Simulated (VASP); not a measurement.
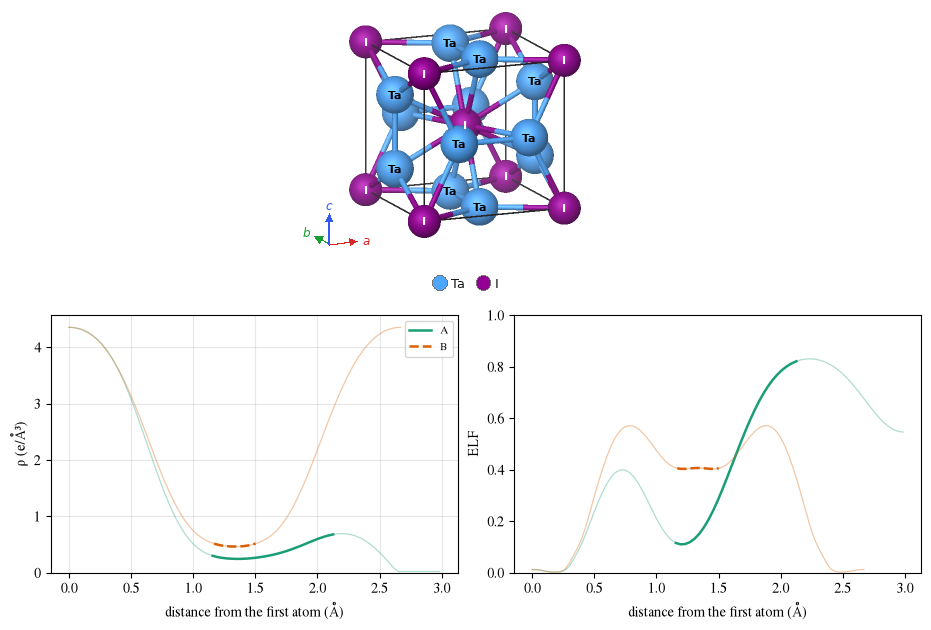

*Ta3I. Valence electron density and ELF along straight lines between neighbouring atoms. Thin, pale parts lie inside the atomic spheres. The structure is drawn too.*

Space group Pm-3n; a structure from a database of computed crystals, not necessarily the ambient phase; a generated structure, not necessarily the stable one.

The calculation used Kohn-Sham DFT of a periodic cell, PBE, VASP PAW PBE potentials, recommended in VASP.

The density is the valence pseudo-density of a PAW calculation; it isn't the true density close to the nuclei.

> Which curve belongs to which contact (Ta–I and Ta–Ta)? The first atom named is at distance zero.

Curve A: Ta–I (2.98 Å): ρ is about 0.26 e/Å³ halfway; the ELF is about 0.30 at the midpoint: no localised pair shows between them. Curve B: Ta–Ta (2.67 Å): ρ at the midpoint is about 0.46 e/Å³; the ELF is about 0.40 at the midpoint.
